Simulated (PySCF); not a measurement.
**NMR shielding calculation of C₃H₁₂N₂SSi**

System: C₃H₁₂N₂SSi.
Method: GIAO PBE0/pcSseg-1 NMR shielding, non-relativistic, gas phase (PySCF 2.14.0).

The geometry comes from this level: GFN2-xTB. It belongs to a series of runs on one base structure; here: H on C replaced by CH2NH2. Figures and captions count atoms from 1; the log counts them from 0 in places.

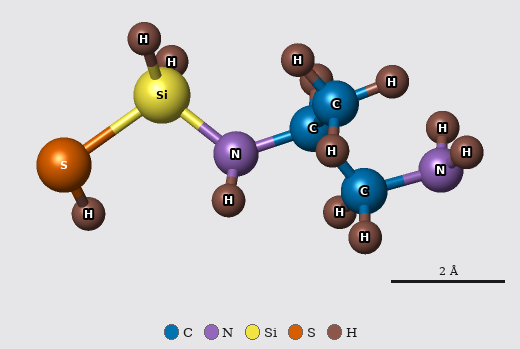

**Figure 1.** The structure (ball-and-stick view, seen at a tilt).

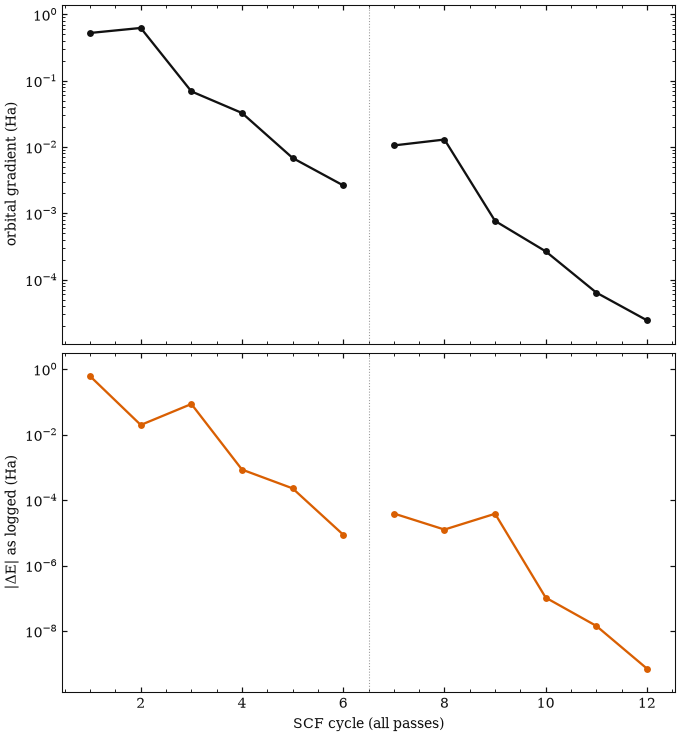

**Figure 2.** Convergence of the self-consistent field: orbital gradient and size of the energy change against the SCF cycle. The dotted line marks the change from a coarse to the final integration grid. The first 6 cycles use a coarse grid, the final grid takes over at cycle 7, and the field converges after 12 cycles in all.

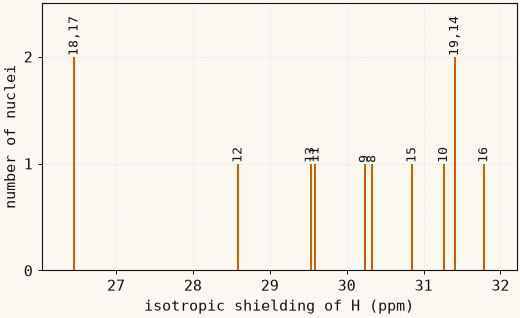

**Figure 3.** Isotropic shieldings of the hydrogen nuclei in this fixed geometry, labelled by atom number; shielding grows to the right, so chemical shift grows to the left. The least shielded is H18 (26.4 ppm), the most shielded H16 (31.8 ppm).

The input that produced these results follows, with the program's output.

Input file
```
{"job": {"kind": "nmr", "xc": "PBE0", "basis": "pcSseg-1"}, "charge": 0, "multiplicity": 1}
C     -1.031513     0.907535     0.882318
C     -0.381264    -0.144170    -0.016288
C     -1.296190    -0.537184    -1.197284
N     -2.502816    -1.257454    -0.850514
N      0.888014     0.314127    -0.535022
Si     2.366974     0.099942     0.292335
S      3.881991     0.928055    -0.984895
H     -0.355627     1.167699     1.693402
H     -1.956807     0.533238     1.313904
H     -1.250890     1.807359     0.310369
H     -0.172537    -1.039557     0.580600
H     -0.717063    -1.166758    -1.878647
H     -1.590434     0.366831    -1.739064
H     -2.275070    -2.111742    -0.352826
H     -3.097079    -0.696159    -0.250418
H      0.775309     1.111478    -1.145891
H      2.583607    -1.336291     0.435189
H      2.577081     0.804464     1.555300
H      3.544510     0.257838    -2.074537
```

The first line tells a small driver script what to run in PySCF; the rest is the geometry in Å.

Run as:
```bash
OMP_NUM_THREADS=1 python <driver script> task.json out
```

What the program printed
```
coarse grid: 16072 points
cycle   1  E = -918.0727540393  dE =  6.062e-01  |g| = 5.248e-01  |ddm| = 3.789e+00
cycle   2  E = -918.0530630680  dE =  1.969e-02  |g| = 6.241e-01  |ddm| = 1.148e+00
cycle   3  E = -918.1390075192  dE = -8.594e-02  |g| = 6.899e-02  |ddm| = 6.467e-01
cycle   4  E = -918.1398608255  dE = -8.533e-04  |g| = 3.260e-02  |ddm| = 9.805e-02
cycle   5  E = -918.1400886550  dE = -2.278e-04  |g| = 6.838e-03  |ddm| = 3.590e-02
cycle   6  E = -918.1400974174  dE = -8.762e-06  |g| = 2.638e-03  |ddm| = 8.537e-03
final grid: 143744 points
cycle   7  E = -918.1788305348  dE = -3.888e-05  |g| = 1.057e-02  |ddm| = 3.520e-02
cycle   8  E = -918.1788179624  dE =  1.257e-05  |g| = 1.297e-02  |ddm| = 2.229e-02
cycle   9  E = -918.1788561773  dE = -3.821e-05  |g| = 7.680e-04  |ddm| = 1.226e-02
cycle  10  E = -918.1788562820  dE = -1.047e-07  |g| = 2.674e-04  |ddm| = 8.503e-04
cycle  11  E = -918.1788562963  dE = -1.435e-08  |g| = 6.388e-05  |ddm| = 2.636e-04
cycle  12  E = -918.1788562970  dE = -7.133e-10  |g| = 2.441e-05  |ddm| = 8.348e-05
converged SCF energy = -918.1788562970

GIAO shielding tensors (ppm)
atom      isotropic    diamagn.    paramagn.     s11        s22        s33       span
  0 C      163.356     249.919     -86.563    148.090    156.635    185.343     37.253
  1 C      130.365     245.065    -114.701    111.456    122.624    157.013     45.557
  2 C      127.898     245.976    -118.078     99.004    129.070    155.621     56.617
  3 N      230.043     316.843     -86.800    203.004    230.306    256.820     53.816
  4 N      208.381     326.207    -117.826    168.774    192.983    263.386     94.612
  5 Si     381.779     880.313    -498.534    336.934    368.859    439.543    102.609
  6 S      742.573    1057.014    -314.441    638.154    708.255    881.309    243.155
  7 H       30.330      31.906      -1.576     25.981     29.324     35.686      9.705
  8 H       30.233      32.138      -1.905     25.280     28.933     36.486     11.206
  9 H       31.262      32.161      -0.899     28.485     28.900     36.402      7.918
 10 H       29.592      34.808      -5.216     25.890     30.556     32.331      6.441
 11 H       28.589      31.140      -2.551     23.121     30.439     32.208      9.087
 12 H       29.530      31.390      -1.861     24.863     30.869     32.857      7.994
 13 H       31.407      32.144      -0.737     24.732     28.866     40.624     15.892
 14 H       30.852      31.870      -1.018     24.184     29.405     38.966     14.782
 15 H       31.785      36.260      -4.474     23.622     32.815     38.919     15.296
 16 H       26.475      30.314      -3.839     22.351     25.452     31.623      9.271
 17 H       26.439      29.238      -2.799     22.078     25.286     31.953      9.874
 18 H       31.406      31.378       0.028     23.410     28.443     42.365     18.954
```

Summary

```tsv
quantity	value
outcome	converged
total energy	−918.178856 hartree
HOMO	−6.65 eV
LUMO	0.40 eV
dipole moment	2.18 D
isotropic shielding, C	127.9 to 163.4 ppm
isotropic shielding, N	208.4 to 230.0 ppm
isotropic shielding, Si	381.8 ppm
isotropic shielding, S	742.6 ppm
isotropic shielding, H	26.4 to 31.8 ppm
hardware	1 CPU thread, shared host
wall time	60 s
peak memory	0.79 GiB
```
